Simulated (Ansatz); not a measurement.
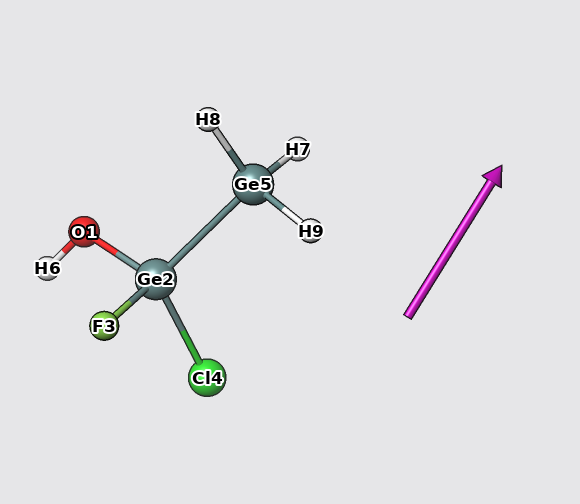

The arrow beside the molecule shows the direction of the dipole moment, from the negative to the positive end (its length means nothing). Computed geometry: PBE0-D4/def2-TZVP optimisation. Properties computed with RKS B3LYP-D4/def2-TZVPP (Ansatz 0.2.0).

How large is the dipole moment?

1.95 D; it points from the side of F3 to the side of H7 (the outermost atoms at the two ends).
